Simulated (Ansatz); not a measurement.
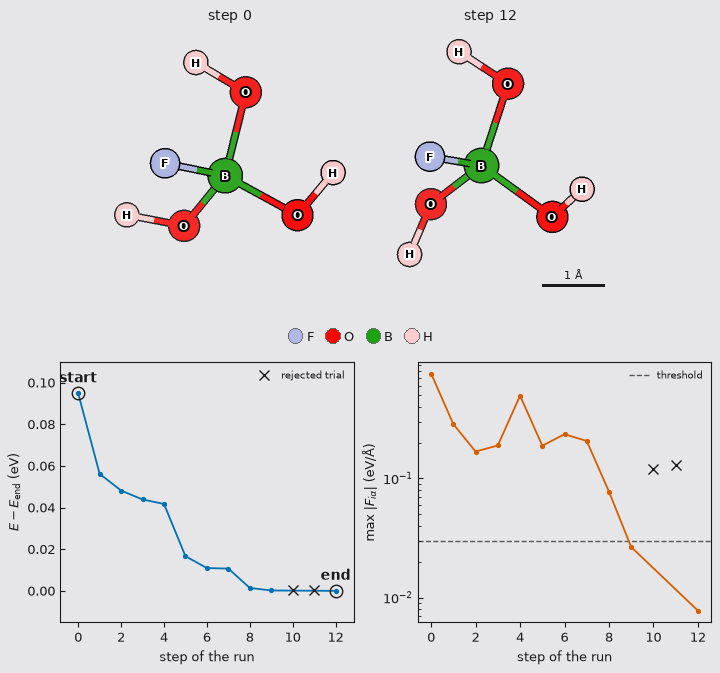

First and last geometry of a relaxation of BH3O3F (charge −1) (coarse preliminary run), with the history of the run. Style: ball-and-stick. Shown at a tilt.

Theory: RKS PBE-D4/def2-SVPD (Ansatz 0.2.0). Settings: force threshold 0.03 eV/Å; at most 250 steps.

Did the run converge, and what did it change?

Answer. It converged. The largest move after the best rigid fit is that of an H atom, 0.78 Å. By element the largest moves are H 0.78 Å, O 0.43 Å, B 0.19 Å, F 0.16 Å. Near-neighbour distances that change, for instance: B–O 1.438 → 1.469 Å, B–F 1.486 → 1.501 Å, H–O 0.956 → 0.970 Å, B–O 1.482 → 1.470 Å. Among the angles between lasting bonds that change: F–B–O 105.0° → 108.3°, O–B–O 113.9° → 110.8°, F–B–O 110.3° → 108.2°. Groups turn about B–O by about 85°, B–O by about 30°. Over 10 accepted moves (12 points after the start) the energy falls by 0.095 eV. The largest force component goes from 0.76 to 0.0078 eV/Å. The line search rejected the trial steps at points 10, 11 of the run. The forces were under the threshold at step 9, but the run went on from there.

```tsv
step	E − E(0), eV	largest force component, eV/Å	note
0	0.0000	0.7600	
1	-0.0386	0.2858	
2	-0.0467	0.1685	
3	-0.0510	0.1893	
4	-0.0531	0.4963	
5	-0.0782	0.1885	
6	-0.0839	0.2354	
7	-0.0842	0.2066	
8	-0.0935	0.0775	
9	-0.0947	0.0266	
10	-0.0945	0.1193	rejected
11	-0.0944	0.1305	rejected
12	-0.0949	0.0078
```
